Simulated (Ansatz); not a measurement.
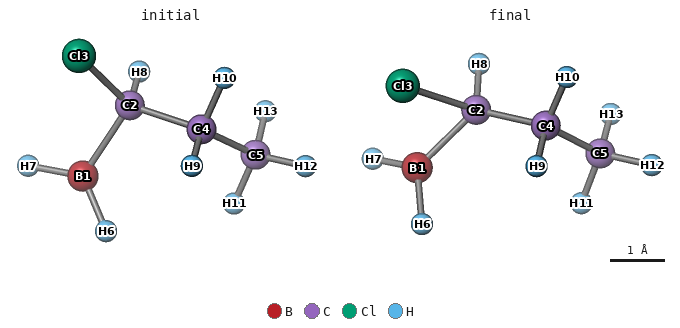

The structure of C3H8BCl (coarse preliminary run) before (left) and after (right) a relaxation, at one scale.

Style: ball-and-stick. Shown at a tilt.

The start comes from a force field.

Theory: Ansatz, RKS PBE-D4/def2-SVP. Set-up: force threshold 0.03 eV/Å; at most 200 steps.

**Summarise the run.**

After 9 accepted moves (10 points after the start) the energy has fallen by 0.851 eV. Largest force component: 4.5 eV/Å at the start, 0.011 eV/Å at the end. The line search rejected the trial step at point 7 of the run. The atom that moves furthest after the best rigid fit is H6 (0.70 Å). By element the largest moves are H 0.70 Å, Cl 0.64 Å, B 0.23 Å, C 0.18 Å. Near-neighbour distances that change, for instance: B1–Cl3 2.799 → 2.142 Å, C2–Cl3 1.776 → 1.895 Å, B1–C2 1.664 → 1.571 Å, B1–H6 1.139 → 1.216 Å. Among the angles between lasting bonds that change: B1–C2–Cl3 108.9° → 75.7°, B1–C2–C4 110.4° → 123.2°, B1–C2–H8 109.6° → 118.2°. The run took 15 s on 4 threads of Arm Neoverse V1, with other jobs on the host.
